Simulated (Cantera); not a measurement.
Feed: 1 mol SiH2Cl2, a varied amount of H2O, 13 mol H2, at 1398 K and 19.0 Pa.

Equilibrium computed with Cantera from the NASA thermochemical tables; the gas is ideal and each condensed phase is pure. Candidate condensed phases: H2O, Si, SiO2; 30 gas species. The tables' values for SiCl3 are old estimates; treat these amounts as uncertain. The tables hold silica as quartz up to 1696 K and as liquid above; real silica turns to tridymite and cristobalite and melts near 1996 K. Rates play no part.

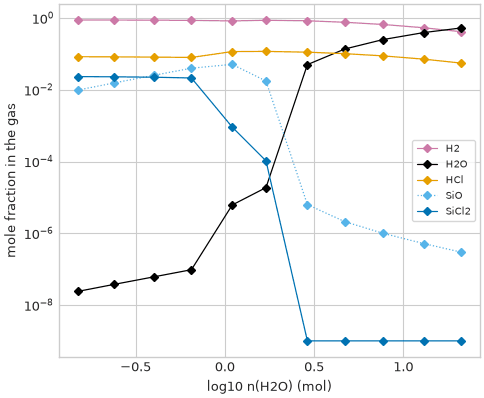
Figure. Equilibrium gas composition (values under 1e-9 drawn at 1e-9)

Q: Read off the mole fractions at 0.24 mol H2O.

A: H2 about 0.88, HCl about 0.083, SiCl2 about 0.023, SiO about 0.016, H2O about 3.8e-8.
